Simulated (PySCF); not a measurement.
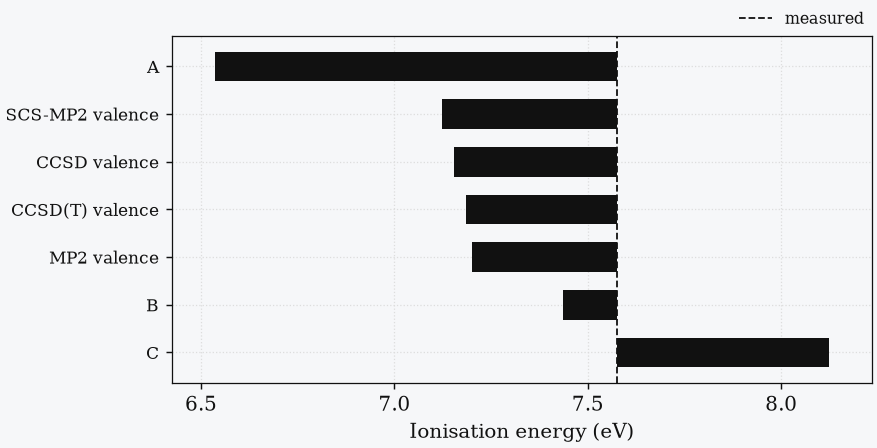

The ionisation energy of the Ag atom ([Kr] 4d¹⁰ 5s → [Kr] 4d¹⁰) by several methods, in rising order. PySCF, jorge-DZP-DKH, spin-free X2C-1e, unrestricted single determinants, no spin-orbit coupling. Methods marked “valence” freeze 36 core electrons. The lettered entries are HF, LDA and M06-2X in some order.

Which letter is which method?

A is HF (6.54 eV); B is M06-2X (7.43 eV); C is LDA (8.12 eV). The values run from 6.54 eV (HF) to 8.12 eV (LDA). The measured value is 7.58 eV; nearest to it come M06-2X (−0.14) and MP2 valence (−0.37), furthest HF (−1.04 eV).
